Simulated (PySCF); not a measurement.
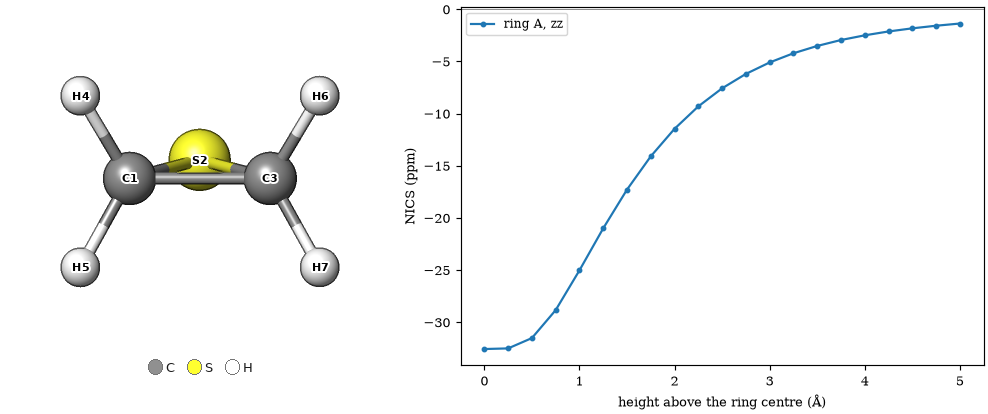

C₂H₄S, SMILES `C1SC1`. GIAO NICS scans along the ring normals; ring A: 3-membered ring C1/S2/C3.

Method: BP86/aug-cc-pVDZ; geometry: GFN2-xTB; program: PySCF. No frequency check shows the geometry to be a minimum. GFN2-xTB bond lengths at metals and heavier atoms can be off by up to 0.1 Å and shapes distorted, which carries into these values.

Input

```python
import numpy as np
from pyscf import gto, scf, dft
from pyscf.prop import nmr
from pyscf.data import nist

def solve(mol, dm0=None, hcore=None):
    mf = (dft.UKS if mol.spin else dft.RKS)(mol, xc='bp86')
    mf.grids.level = 3
    mf.conv_tol, mf.max_cycle = 1e-8, 80
    if hcore is not None:
        mf.get_hcore = lambda *args: hcore
    mf.kernel(dm0)
    if not mf.converged:
        mf = mf.newton().run(mf.mo_coeff, mf.mo_occ, max_cycle=30)
    assert mf.converged, 'SCF not converged'
    return mf

mol = gto.M(atom='''
C      0.78657    -0.74008     0.00002
S     -0.85350    -0.00001    -0.00002
C      0.78659     0.74005     0.00002
H      1.05422    -1.25982     0.90983
H      1.05450    -1.25961    -0.90978
H      1.05402     1.25999     0.90983
H      1.05431     1.25978    -0.90978
''', basis='aug-cc-pvdz', charge=0, spin=0, verbose=4)
mf = solve(mol)
vxc = nmr.rks.get_vxc_giao  # smaller grid blocks
nmr.rks.get_vxc_giao = lambda *a, **k: vxc(*a, **{**k, 'max_memory': 300})
calc = nmr.RKS(mf)
calc.cphf = True
nuclei = calc.kernel()
mo1 = calc.mo10
# ring centres and points 1 angstrom above and below them
points = np.array([
    [0.2399, -0.0000, 0.0000],
    [0.2399, -0.0000, 1.0000],
    [0.2399, -0.0000, -1.0000],
]) / nist.BOHR
mol.atom_coord = lambda i, unit='Bohr': points[i]
idx = range(len(points))
sigma = (calc.dia(shielding_nuc=idx) + calc.para(mo10=mo1, shielding_nuc=idx)[0]) * nist.ALPHA**2 * 1e6
for p, t in zip(points, sigma):
    print('NICS at %8.4f %8.4f %8.4f  %8.2f ppm' % (*(p * nist.BOHR), -t.trace() / 3))
occ = mf.mo_coeff[:, mf.mo_occ > 0]
dm1 = np.array([mf.mo_coeff @ (2 * x) @ occ.T for x in mo1])
np.savez('result.npz', sigma=sigma, nuclei=nuclei, dm0=mf.make_rdm1(), dm1=dm1, e=mf.e_tot, eps=mf.mo_energy, occ=mf.mo_occ)
```

Command:

```sh
OMP_NUM_THREADS=1 python input.py
```

The run took 13 s on 1 thread of Arm Neoverse V1 (shared host), peak memory 0.57 GiB.

The script gives the values at the ring points; maps and scans were evaluated afterwards from its response orbitals, outside that time.

**What does each scan say about the ring current?**

Ring A is shielded above its centre; its σ bonds alone give such values, so they don't measure π aromaticity: NICSzz reaches −32.6 ppm at 0.00 Å; NICS(0) = −48.4, NICS(1) = −7.9, NICS(1)zz = −25.0 ppm.
